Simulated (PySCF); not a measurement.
System: C$_{5}$H$_{7}$ClGaN.

The calculation's input:

```
{"job": {"kind": "uv", "xc": "wB97X-D", "basis": "def2-SVPD", "nstates": 8, "ntriplets": 3}, "charge": 0, "multiplicity": 1}
C     -2.404850     2.121233     1.011352
C     -1.881915     1.059863     0.767580
Ga    -1.139498    -0.701789     0.411945
C     -1.508182    -1.496902    -1.395790
Cl    -3.107039    -1.827332    -0.565309
N      0.844514    -0.048942     0.190783
C      1.898641     0.237423    -0.157380
C      3.217078     0.592456    -0.565236
H     -2.850069     3.054824     1.221523
H     -0.843835    -1.658190     1.568492
H     -1.751719    -0.903490    -2.278916
H     -1.140537    -2.469435    -1.728131
H      3.899620    -0.227390    -0.341045
H      3.227034     0.788806    -1.637131
H      3.536342     1.486854    -0.030303
```

Run with:

```sh
OMP_NUM_THREADS=1 python probes_run.py task.json out
```

Geometry: GFN2-xTB.

Theory: PySCF, wB97X-D/def2-SVPD, SCF density, gas phase.

Question: What will maps of the electron density and electron localisation function show?

Answer: C–N (1.15 Å): the density is about 3.5 e/Å³ at the midpoint; the ELF peaks at about 0.85 between the atoms: a short, multiple covalent bond.
C–Cl (1.83 Å): ρ at the midpoint is about 1.2 e/Å³, with its minimum of 1 e/Å³ about 0.8 Å from C; the ELF peaks at about 0.85 between the atoms; a shared electron pair.
Ga–N (2.10 Å): ρ is about 0.43 e/Å³ halfway; the ELF peaks at about 0.95 in the valence shell of N, 0.6 Å from its nucleus, and is about 0.20 at the midpoint.
Ga–Cl (2.47 Å): ρ is about 0.33 e/Å³ halfway; the ELF peaks at about 0.80 in the valence shell of Cl, 0.8 Å from its nucleus, and is about 0.20 at the midpoint.

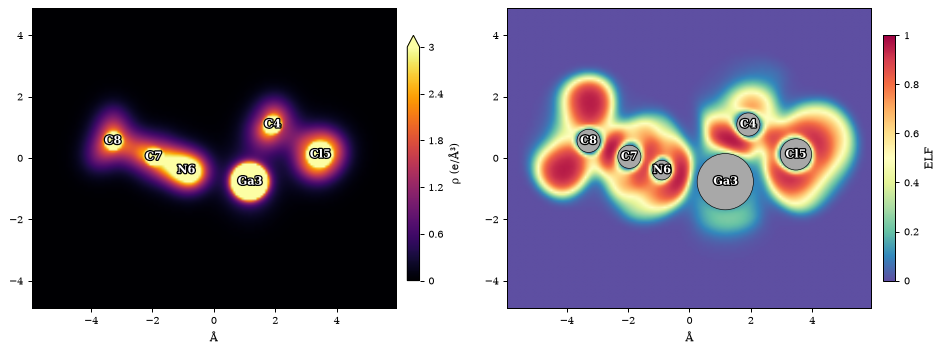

Computed electron density and electron localisation function on the plane of atoms C4, Ga3 and N6, in this order. Grey discs cover the atomic cores in the ELF map. 
